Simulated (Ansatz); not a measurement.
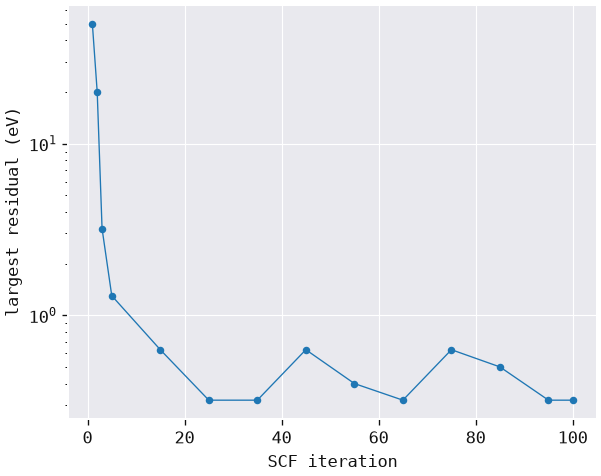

The plot shows the SCF iterations of a calculation: largest residual. Only some iterations were kept.

Zn$_{8}$O$_{7}$ (P1, 15 atoms in the cell, total charge +2); Ansatz development build ahead of 0.2.0, DFT, PBE, PAW (an earlier, harder data set), plane waves, scalar-relativistic; cutoff 930 eV, 1×1×1 k-mesh, fixed occupations.
Setting under test: default search for lower states.

Q: How did this run end?

A: Not converged after 100 iterations. The residual stalls around 0.4 from about step 15 on.
